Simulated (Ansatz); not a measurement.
# Cl2H4Si2···HCl: what the fields show

Input file:

```
crystal:
  periodic: [false, false, false]
  atoms:
    - {symbol: Si, position_ang: [-1.305483, -0.548528, -0.262965]}
    - {symbol: Cl, position_ang: [2.807467, -0.635157, 1.726676]}
    - {symbol: Cl, position_ang: [-1.464612, -1.583211, -2.024871]}
    - {symbol: Cl, position_ang: [-0.644724, -1.854394, 1.200807]}
    - {symbol: H, position_ang: [-2.673023, -0.156995, 0.146577]}
    - {symbol: H, position_ang: [1.669894, -1.225566, 1.618288]}
    - {symbol: Si, position_ang: [0.188376, 1.227353, -0.547686]}
    - {symbol: H, position_ang: [0.408937, 1.904790, 0.753930]}
    - {symbol: H, position_ang: [1.459687, 0.704732, -1.101658]}
    - {symbol: H, position_ang: [-0.446422, 2.166976, -1.509100]}
basis:
  gaussian: {orbitals: def2-TZVPP}
hamiltonian: {xc: pbe0, dispersion: d4}
output: {orbitals: {seedname: orbitals}}
```

Command:

```sh
ansatz run in.yaml --threads 8 --pin off --events-out ev --progress --plain --max-ram 19148MiB
```

The product side of a reaction path; geometry: PBE0-D4/def2-TZVP.

Method: RKS PBE0-D4/def2-TZVPP (Ansatz 0.2.0).

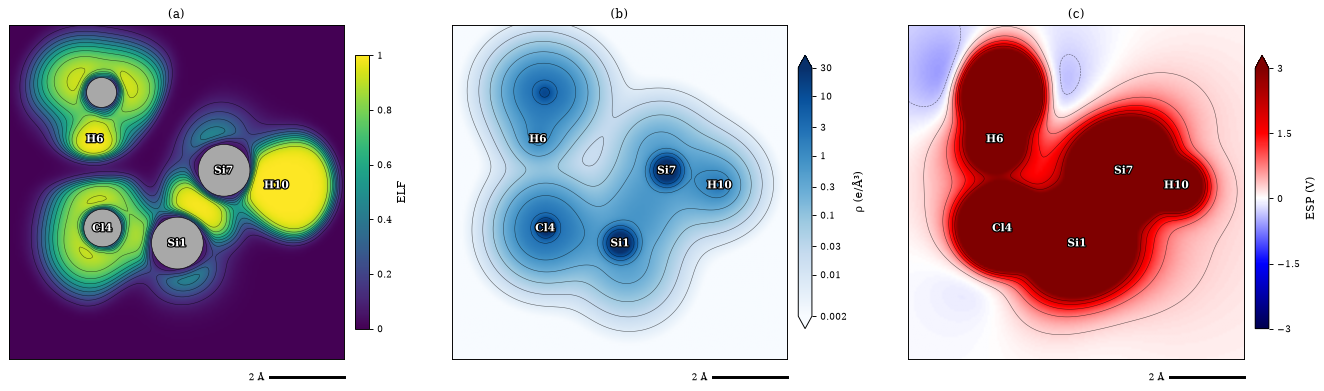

Figure 1. (a) ELF; (b) electron density; (c) molecular electrostatic potential on the plane of atoms Si1, Si7 and H10. Grey discs cover the atomic cores in the ELF map.

Read the bonding off the picture.

- The plane passes through Si, Cl and H nuclei.
- Cl4···H6 (2.43 Å): the density falls to about 0.11 e/Å³ on the way; the ELF dips to about 0.10 between them.
- Si–Cl (2.07 Å): ρ at the midpoint is about 0.88 e/Å³; the ELF peaks at about 0.85 between the atoms (a shared but strongly polarised pair).
- Si–Si (2.34 Å): ρ is about 0.66 e/Å³ halfway; the ELF peaks at about 1 between the atoms (localised, covalent bonding).
- Si–H (1.49 Å): the density is about 0.8 e/Å³ at the midpoint; the ELF climbs to about 1 towards the hydrogen, as it does in any bond to H.
- The ELF also peaks beside Cl4 and Cl2, away from the bonds: lone-pair regions.
- Outside the dense part of the complex the potential is most negative (−0.6 V) near Cl2, which lies off the plane.

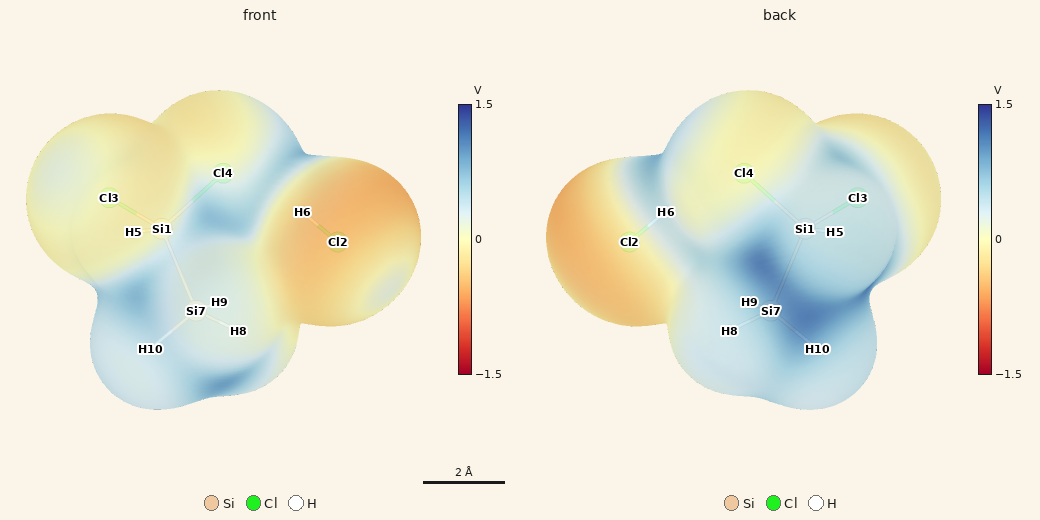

Figure 2. The molecular electrostatic potential painted on the density surface at 0.001 e/bohr³, seen from the front and from behind; the colour scale runs from red (negative) to blue (positive).

Describe the electrostatic potential map.

The most negative region (about −0.5 V) lies over Cl2, the most positive (about +1.1 V) over Si1 and Si7. Cl2 shows a σ-hole: about +0.2 V at the tip opposite its bond, against about −0.4 V on its flanks. Cl4 shows a σ-hole: about +0.4 V at the tip opposite its bond, against about 0.0 V on its flanks.

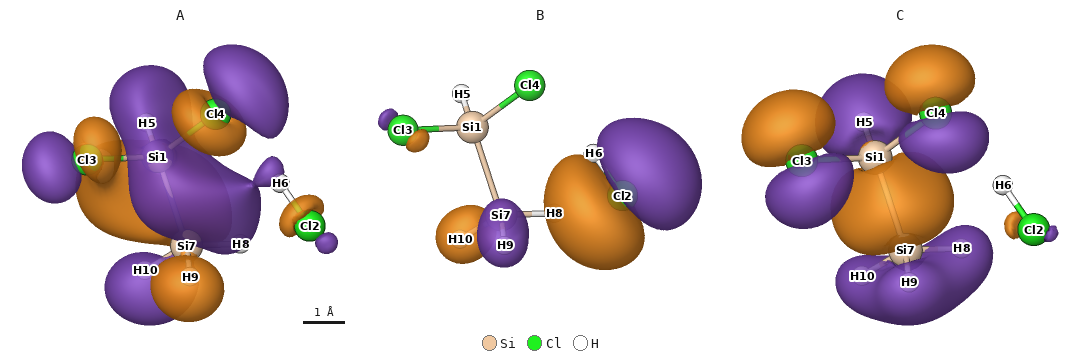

Figure 3. Three frontier orbitals at ±0.06 Å⁻³ᐟ² (orange and purple are the two phases), in no order.

Which picture is the HOMO−1, the HOMO and the LUMO?

B is the HOMO−1 (−9.26 eV). By Hirshfeld shares it lies mainly on Cl2 (about 90 %); largely a lone pair of Cl2. C is the HOMO (−8.48 eV). By Hirshfeld shares it lies mainly on Si7 (about 25 %), Si1 (about 25 %), Cl3 (about 20 %), Cl4 (about 15 %) and H5 (about 10 %). A is the LUMO (−0.77 eV). Its weight (Hirshfeld) is mainly on Si1 (about 35 %), Si7 (about 20 %), Cl4 (about 15 %) and Cl3 (about 10 %).

What is the HOMO–LUMO gap?

7.71 eV between the orbital energies.
